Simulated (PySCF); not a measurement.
CH8F2O2Si3 (SMILES FC(F)[SiH2]O[SiH2]O[SiH3])

The calculation's input:

```
{"job": {"kind": "nmr", "xc": "PBE0", "basis": "pcSseg-1"}, "charge": 0, "multiplicity": 1}
F     -0.792841    -0.105857    -1.991216
C     -1.529711     0.513629    -1.022653
F     -2.624197     1.019139    -1.662879
Si    -2.023551    -0.743790     0.365330
O     -0.690671    -1.116658     1.178751
Si     0.895912    -1.227395     1.551510
O      1.717656    -0.035474     0.854705
Si     2.181783     1.214263    -0.077564
H     -0.935605     1.375529    -0.685367
H     -2.532188    -1.946399    -0.281253
H     -2.928492    -0.050797     1.275563
H      1.371656    -2.488301     1.006622
H      0.951983    -1.016771     2.989100
H      1.429310     2.384270     0.384444
H      1.889777     0.885482    -1.468257
H      3.611581     1.348075     0.188903
```

Run with:

```sh
OMP_NUM_THREADS=1 python probes_run.py task.json out
```

Geometry: GFN2-xTB.

All numbers below come from PBE0/pcSseg-1, SCF density, gas phase, non-relativistic (PySCF 2.14.0).

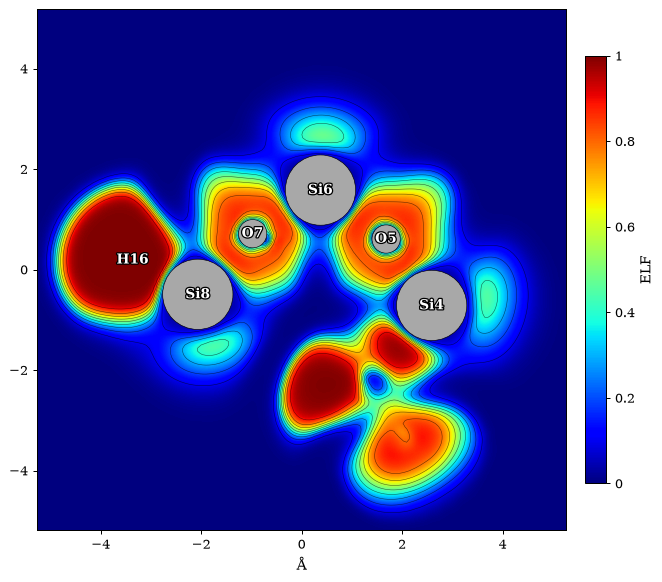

Figure 1. ELF on the plane of atoms O7, Si8 and H16. Grey discs cover the atomic cores.

### Read the bonding off the picture.

The plane passes through Si, O and H nuclei. Si–O (1.61 Å): the ELF peaks at about 0.85 between the atoms (a polar covalent bond). Si–H (1.46 Å): the ELF climbs to about 1 towards the hydrogen, as it does in any bond to H. The ELF also peaks beside F3, O5 and O7, away from the bonds: lone-pair regions.

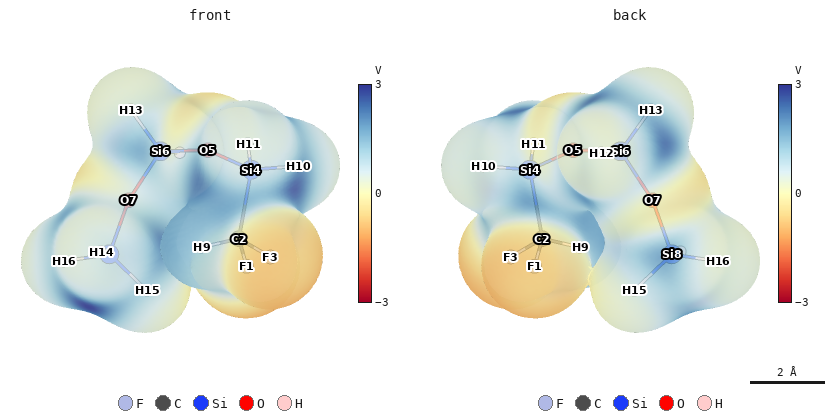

Figure 2. The electrostatic potential painted on the density surface at 0.004 e/bohr³, seen from the front and from behind; red is negative and blue positive.

### Where is the surface potential most negative and most positive?

The most negative region (about −1.0 V) lies over F1 and F3, the most positive (about +2.6 V) over Si4 and Si8.
